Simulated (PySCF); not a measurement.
```xyz
2

Sm    0.0000    0.0000   -0.2289
F     0.0000    0.0000    1.8301
```

Level of theory: PySCF 2.14.0, PBE0/x2c-SVPall, spin-free X2C-1e, Gaussian nucleus, at a bond length of 2.059 Å.

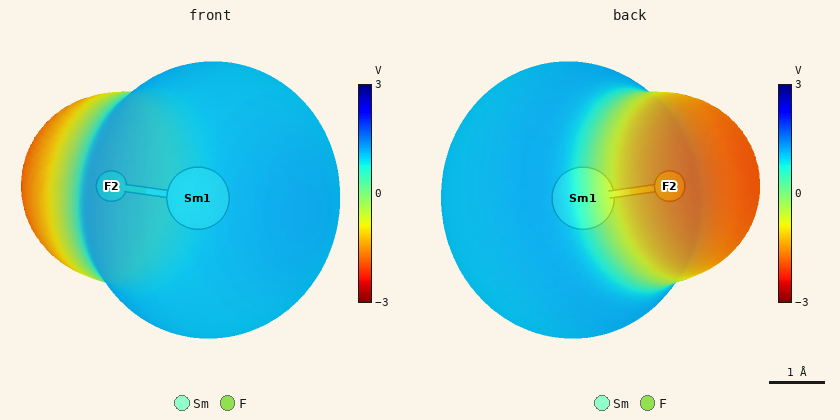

SmF (octet). The electrostatic potential painted on the density surface at 0.001 e/bohr³, seen from the front and from behind; the colour scale runs from red (negative) to blue (positive).

**Where is the surface potential most negative and most positive?**

The most negative region (about −2.0 V) lies over F2, the most positive (about +1.2 V) over Sm1.
